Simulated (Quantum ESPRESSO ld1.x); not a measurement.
# Atomic calculation for Si

System: a free Si atom in the configuration [Ne] 3s2 3p1 4d1 (high spin).
Method: non-relativistic Kohn-Sham, LDA (Slater exchange, Perdew-Zunger correlation), spin-polarised, spherical densities, point nucleus (Quantum ESPRESSO ld1.x 7.5).

## Input
```
 &input
    zed=14.0,
    iswitch=1,
    rel=0,
    lsd=1,
    dft='PZ',
    config='[Ne] 3s2 3p1 4d1',
    dx=0.01,
    rmax=200,
    verbosity='high',
    prefix='ld1',
    max_out_wfc=37,
    file_charge='ld1.rho',
 /
```

Hardware: 1 CPU thread, shared host.

Launched with:
```bash
OMP_NUM_THREADS=1 ld1.x < ld1.in > ld1.out
```

## The program's output
```
     Program LD1 v.7.5 starts

     --------------------------- All-electron run ----------------------------

     atomic number is 14.00
     dft =PZ   lsd =1 sic =0 latt =0  beta=0.20 tr2=1.0E-14
     Exchange-correlation= PZ
                           (   1   1   0   0   0   0   0)
     mesh =1495 r(mesh) = 200.52575 a.u. xmin = -7.00 dx = 0.01000
     1 Ry =  13.60569312 eV

     n l     nl                  e(Ry)          e(Ha)          e(eV)
     1 0     1S 1( 1.00)    -130.906342475     -65.453171238  -1781.0715236
     2 0     2S 1( 1.00)     -10.671857027      -5.335928514   -145.1980118
     2 1     2P 1( 3.00)      -7.554188990      -3.777094495   -102.7799772
     3 0     3S 1( 1.00)      -1.256400468      -0.628200234    -17.0941992
     3 1     3P 1( 1.00)      -0.721371348      -0.360685674     -9.8147572
     4 2     4D 1( 1.00)      -0.051642882      -0.025821441     -0.7026372
     1 0     1S 2( 1.00)    -130.898677020     -65.449338510  -1780.9672297
     2 0     2S 2( 1.00)     -10.662586421      -5.331293211   -145.0718787
     2 1     2P 2( 3.00)      -7.542566553      -3.771283276   -102.6218459
     3 0     3S 2( 1.00)      -1.189046720      -0.594523360    -16.1778048
     3 1     3P 2( 0.00)      -0.657923686      -0.328961843     -8.9515078
     4 2     4D 2( 0.00)      -0.034476776      -0.017238388     -0.4690804

     final scf error:  6.9E-15 reached in  41 iterations

     Etot =    -575.917332 Ry,    -287.958666 Ha,   -7835.754487 eV
     Total magnetization:    2.00 Bohr mag.

     Ekin =     574.550263 Ry,     287.275131 Ha,    7817.154555 eV
     Encl =   -1368.458400 Ry,    -684.229200 Ha,  -18618.825043 eV
     Eh   =     256.724865 Ry,     128.362433 Ha,    3492.919735 eV
     Exc  =     -38.734060 Ry,     -19.367030 Ha,    -527.003735 eV

     normalization and overlap integrals

     s(1S/1S) =  1.000000  <r> =   0.1120  <r2> =    0.0169  r(max) =   0.0729
     s(1S/2S) = -0.000000
     s(1S/3S) =  0.000000
     s(2S/2S) =  1.000000  <r> =   0.5724  <r2> =    0.3918  r(max) =   0.4588
     s(2S/3S) = -0.000000
     s(2P/2P) =  1.000000  <r> =   0.5389  <r2> =    0.3668  r(max) =   0.3871
     s(2P/3P) = -0.000000
     s(3S/3S) =  1.000000  <r> =   2.0607  <r2> =    4.9032  r(max) =   1.7523
     s(3P/3P) =  1.000000  <r> =   2.4519  <r2> =    7.0457  r(max) =   2.0157
     s(4D/4D) =  1.000000  <r> =  14.3261  <r2> =  230.0461  r(max) =  13.8869
     s(1S/1S) =  1.000000  <r> =   0.1120  <r2> =    0.0169  r(max) =   0.0729
     s(1S/2S) = -0.000000
     s(1S/3S) =  0.000000
     s(2S/2S) =  1.000000  <r> =   0.5721  <r2> =    0.3913  r(max) =   0.4588
     s(2S/3S) = -0.000000
     s(2P/2P) =  1.000000  <r> =   0.5385  <r2> =    0.3661  r(max) =   0.3871
     s(2P/3P) = -0.000000
     s(3S/3S) =  1.000000  <r> =   2.0675  <r2> =    4.9475  r(max) =   1.7349
     s(3P/3P) =  1.000000  <r> =   2.4874  <r2> =    7.2846  r(max) =   2.0359
     s(4D/4D) =  1.000000  <r> =  15.4467  <r2> =  273.2665  r(max) =  15.1946

     ------------------------ End of All-electron run ------------------------
```

## Orbitals

```
orbital  occupation  energy (eV)  ⟨r⟩ (bohr)  outer maximum (bohr)
  1s up           1      −1781.1      0.1120                0.0729
1s down           1      −1781.0      0.1120                0.0729
  2s up           1     −145.198      0.5724                 0.459
2s down           1     −145.072      0.5721                 0.459
  2p up           3     −102.780      0.5389                 0.387
2p down           3     −102.622      0.5385                 0.387
  3s up           1      −17.094       2.061                  1.75
3s down           1      −16.178       2.067                  1.73
  3p up           1       −9.815       2.452                  2.02
3p down           0       −8.952       2.487                  2.04
  4d up           1       −0.703       14.33                  13.9
4d down           0       −0.469       15.45                  15.2
```

## Slater integrals of the outer shells (hartree)

```
 integral   value
F0(4d,4d)  0.0627
F2(4d,4d)  0.0338
F4(4d,4d)  0.0234
F0(4d,3p)  0.0891
F2(4d,3p)  0.0147
G1(4d,3p)  0.0150
G3(4d,3p)  0.0091
F0(4d,3s)  0.0904
```

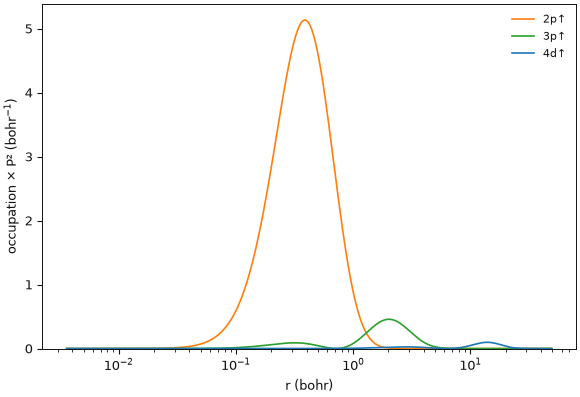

Fig. 1: The radial probability densities P² of 2p up, 3p up and 4d up, each times its occupation. 2p up: outer maximum at 0.387 bohr, ⟨r⟩ = 0.539 bohr, 0 nodes, eigenvalue −102.8 eV; 3p up: outer maximum at 2.02 bohr, ⟨r⟩ = 2.45 bohr, 1 node, eigenvalue −9.81 eV; 4d up: outer maximum at 13.9 bohr, ⟨r⟩ = 14.3 bohr, 1 node, eigenvalue −0.703 eV.

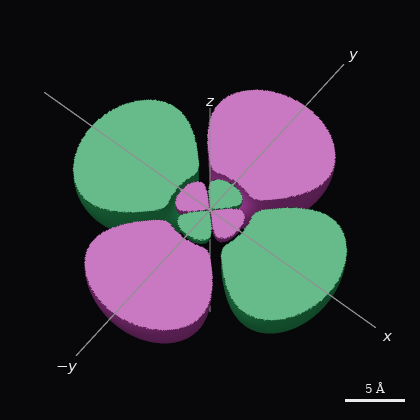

Fig. 2: The 4d(x²−y²) orbital of up spin. The radial function comes from the spherical calculation and is multiplied by a real spherical harmonic; the overall sign is chosen so that the largest lobe of P(r) is positive. The surface of constant |ψ| that holds about 95 % of the electron is drawn, green where ψ is positive and pink where it is negative, with the half in front of the xy plane cut away and the cut face painted. It has two nodal planes at 45° to x and y and 1 radial node, at r = 6.29 bohr. The outermost maximum of P² lies at 13.9 bohr, ⟨r⟩ = 14.3 bohr, 90 % of the charge lies within 20.3 bohr, and the eigenvalue is −0.703 eV, with 1 electron in the shell for this spin.

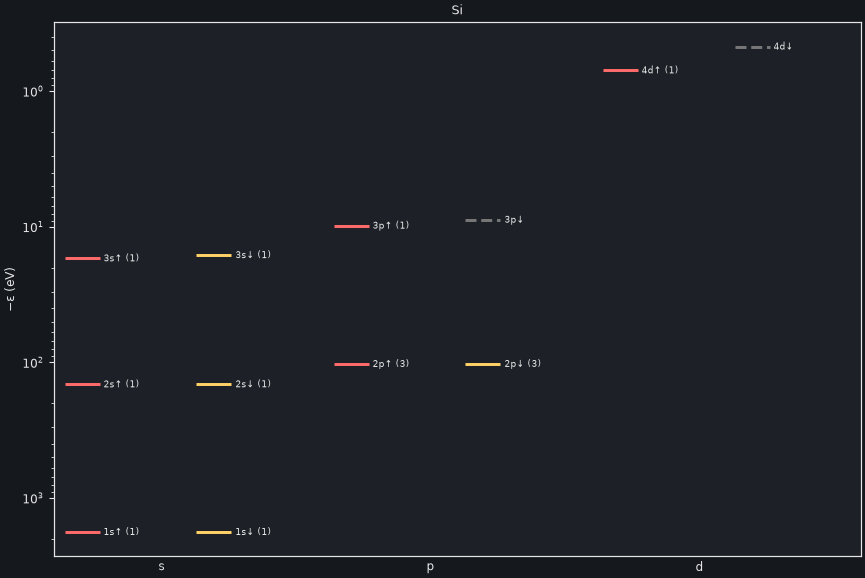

Fig. 3: The occupied levels and a few empty ones, on a logarithmic scale of binding energy, are drawn by angular momentum (occupations in brackets, up spins at the left of each column and down spins at the right, empty levels dashed). The highest occupied level is 4d up at −0.703 eV. The highest 6 occupied levels, from the top down, are 4d up (−0.703 eV), 3p up (−9.81 eV), 3s down (−16.2 eV), 3s up (−17.1 eV), 2p down (−102.6 eV), 2p up (−102.8 eV). The lowest empty level drawn is 3p down at −8.95 eV. The largest exchange splitting (down less up) among the shells drawn in both spins is that of 3s, 0.916 eV. The order isn't aufbau: the empty 3p down level lies under the highest occupied one.

## Results in brief

| quantity | value |
| --- | --- |
| outcome | converged |
| total energy | −287.958666 hartree |
| kinetic energy | 287.275131 hartree |
| electron–nucleus energy | −684.229200 hartree |
| Hartree energy | 128.362433 hartree |
| exchange–correlation energy | −19.367030 hartree |
| radius at density 0.001 e/bohr³ | 3.99 bohr |
| SCF iterations | 41 |
| wall time | 0.61 s |

## Notes

This is an excited configuration.
